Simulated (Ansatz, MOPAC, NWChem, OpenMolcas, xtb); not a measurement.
How methods differ on CH3AlO (SMILES [CH3][Al]=[O])

CH3AlO, singlet, SMILES `[CH3][Al]=[O]`. Each level relaxes the structure for itself.

Each level gives the highest harmonic wavenumber at each level's own minimum (cm⁻¹). The values are calculated.

| level | kind | program | value (cm⁻¹) |
| --- | --- | --- | --- |
| AM1 | semi-empirical | MOPAC | 3152 |
| PM6 | semi-empirical | MOPAC | 2791 |
| PM6-DH2 | semi-empirical | MOPAC | 2791 |
| GFN1-xTB | semi-empirical | xtb | 3021 |
| HF/3-21G | Hartree–Fock | OpenMolcas | 3267 |
| HF/6-31G* (spherical functions) | Hartree–Fock | NWChem | 3277 |
| HF/6-31G* (Cartesian functions) | Hartree–Fock | OpenMolcas | 3279 |
| PBE0-D4/def2-TZVP | global hybrid | Ansatz | 3148 |
| B3LYP/6-31G* (Cartesian functions) | global hybrid | OpenMolcas | 3145 |
| CASSCF(2,2)/ANO-RCC-VDZP (DKH2) | multireference | OpenMolcas | 3264 |

Harmonic and unscaled. The values span 2791 to 3279 cm⁻¹.

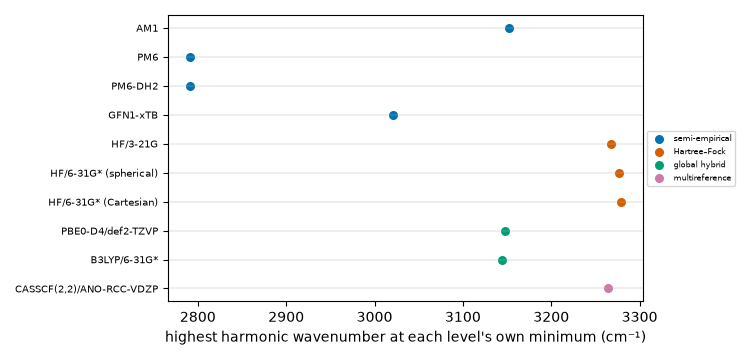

The values of the table, level by level.
